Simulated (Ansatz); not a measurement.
## Electronic structure of BFH$_{2}$···F (doublet) in real space

| atom | x (Å) | y (Å) | z (Å) |
| --- | --- | --- | --- |
| B | -0.1142 | -0.0046 | 0.0525 |
| F | -0.7545 | -0.1294 | 1.2046 |
| H | 1.0826 | 0.1214 | 0.0744 |
| H | -0.7883 | -0.0276 | -0.9478 |
| F | 0.5744 | 0.0402 | 3.0064 |

Level of theory: UKS B3LYP-D4/def2-SVP (Ansatz).

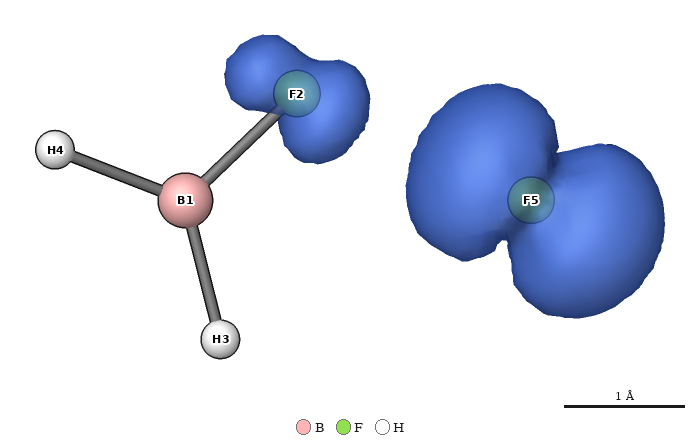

Figure 1. Isosurfaces of the spin density at +0.03 (blue) and −0.03 e/Å³ (red), seen at a tilt.

**Which atoms carry the spin?**

The unpaired spin (1 electron) lies mostly on F5 (about 0.9), in electrons by Hirshfeld's partition. Only one sign reaches the isovalue.

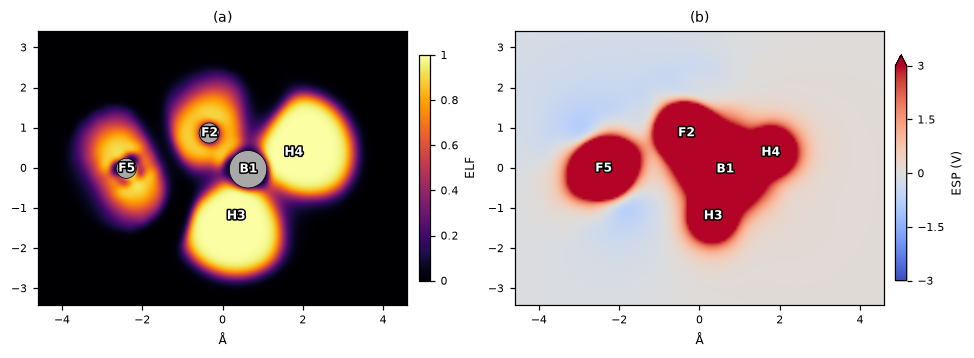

Figure 2. (a) ELF; (b) molecular electrostatic potential on the molecular plane. Grey discs cover the atomic cores in the ELF map.

**Describe what can be read from this map.**

Atoms in the plane: B, F and H. F2···F5 (2.25 Å): the ELF dips to about 0.05 between them. B–F (1.32 Å): the ELF peaks at about 0.85 between the atoms; a shared but strongly polarised pair. B–H (1.20 Å): the ELF climbs to about 1 towards the hydrogen, as it does in any bond to H: an ordinary covalent bond to hydrogen. The ELF also peaks beside F2, away from the bonds: non-bonding electrons, paired or unpaired. Outside the dense part of the complex the potential is most negative (−0.8 V) near F5.

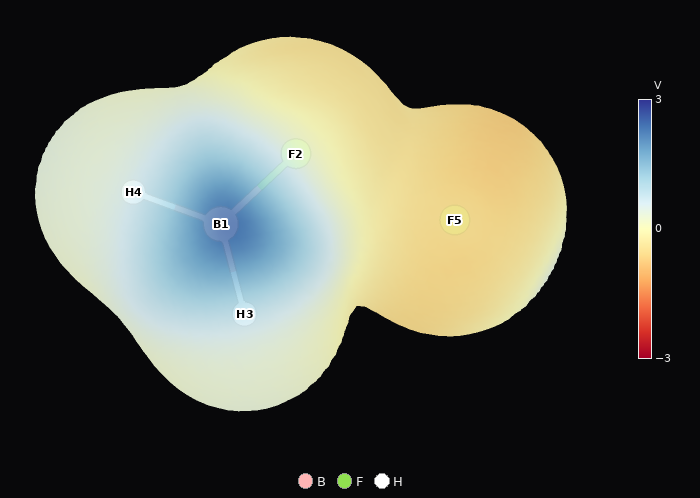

Figure 3. The electrostatic potential painted on the density surface at 0.002 e/bohr³, seen across its widest extent; the colour scale runs from red (negative) to blue (positive).

**Describe the electrostatic potential map.**

The most negative region (about −0.7 V) lies over F5, the most positive (about +2.2 V) over B1.
